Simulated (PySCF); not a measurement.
BrH3Si, SMILES `Br[SiH3]`.

PySCF calculation, PBE/def2-TZVP, gas phase; geometry: GFN2-xTB. No frequency check shows the geometry to be a minimum. GFN2-xTB bond lengths at metals and heavier atoms can be off by up to 0.1 Å and shapes distorted, which carries into these values.

Coordinates in Å:

```
Br1     -0.7452   -0.0000    0.0000
Si2      1.4653    0.0001    0.0002
H3       1.8551   -1.1225   -0.8392
H4       1.8588   -0.1663    1.3866
H5       1.8549    1.2884   -0.5523
```

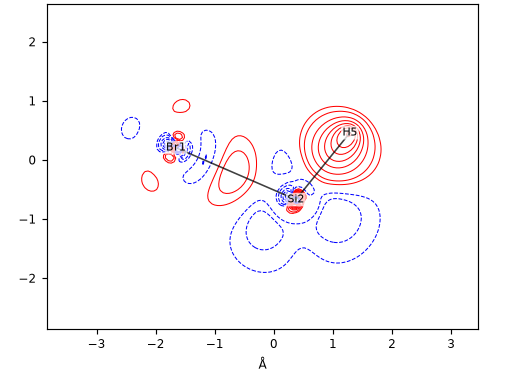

Deformation density (molecule less spherical, spin-averaged free atoms) in the plane of Br1, Si2 and H5; contours at ±0.05 to ±0.8 e/Å³; solid red lines: gain, dashed blue lines: loss.

> How much density has each bond in this plane gained at its critical point, relative to the free atoms?

Si2–H5: +0.24 e/Å³ at the bond critical point (bond length 1.46 Å, Mayer order 0.9). Br1–Si2: +0.05 e/Å³ at the bond critical point (bond length 2.21 Å, Mayer order 1.2); up to 0.6 Å beside the axis the gain reaches +0.15 e/Å³. In all, 1.1 electrons gather in the regions of gain relative to the promolecule. A small or negative value marks a very polar bond, one between electron-rich atoms, whose free-atom densities already overlap strongly, a long bond to a heavier atom, or a closed-shell contact such as a hydrogen bond.
